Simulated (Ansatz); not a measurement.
Base system: SiO₂ in the rutile structure (space group P4_2/mnm, No. 136; a = 4.236 Å, c = 2.690 Å).

The change: cell and atoms relaxed at a pressure of 22.5 GPa.

Level of theory: PBE (Ansatz, an electronic-structure program, PAW, scalar-relativistic without spin-orbit coupling).

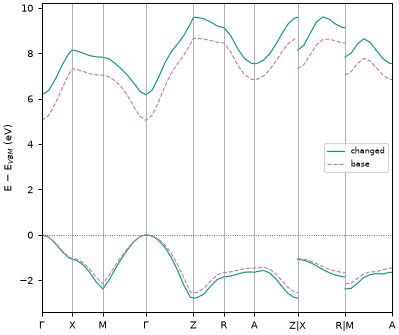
Figure. Highest valence and lowest conduction band along the path, each from its own valence-band maximum

From the figure, how large is the changed gap, and is it direct?

About 6.2 eV, direct at Γ.

Load acts through the strain it causes; cell and atoms are relaxed under it. Stability against distortions was not tested. No other phases were tried under pressure.
